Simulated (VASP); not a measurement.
Band structure of MnC (relaxed from the NiAs type structure, space group P6_3/mmc). Calculation: PBEsol GGA, VASP's PBE PAW potentials (set 64) (plane waves; VASP).

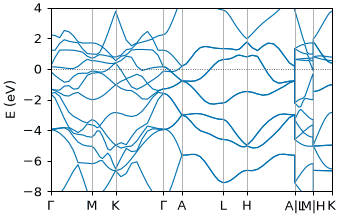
Fig. 1. Bands along high-symmetry lines, zero at the valence-band maximum or, without a gap, the Fermi level

Task: Read the plot: is there a gap, and where are the band edges?

Result: It has no gap at this level: it comes out as a metal or semimetal. (Edges off the drawn lines would not show.)

The structure was generated: MnC was put into the NiAs type type (P6_3/mmc), which need not be its known phase. It was relaxed first, which changed the volume by -36 %. The run is not spin-polarised, so no magnetic state was tried.
